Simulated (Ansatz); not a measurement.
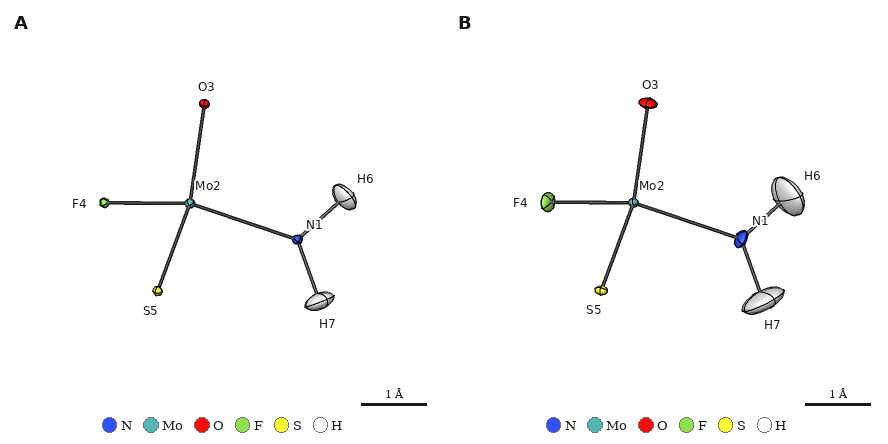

Displacement ellipsoids at the 50 % level, from the internal vibrations of the free molecule (harmonic, no overall translation or rotation; no half-axis is drawn under 0.075 Å). Charge 0, singlet. Vibrations computed with RKS PBE0-D4/def2-TZVP, core potentials on Mo (Ansatz 0.2.0). One panel is for 0 K (zero-point motion alone), the other for 600 K.

> Which panel is for 600 K?

B.

> How much does the mean-square displacement of F4 grow, and why?

U_eq goes from 0.0020 to 0.0073 Å², a factor of 3.7. Modes below kT (417 cm⁻¹ at 600 K) grow about in proportion to T, and the lowest lies at 189 cm⁻¹; the mean-square amplitude of a mode is its zero-point value times coth(ħω/2kT), which comes close to 1 only above about 3kT.
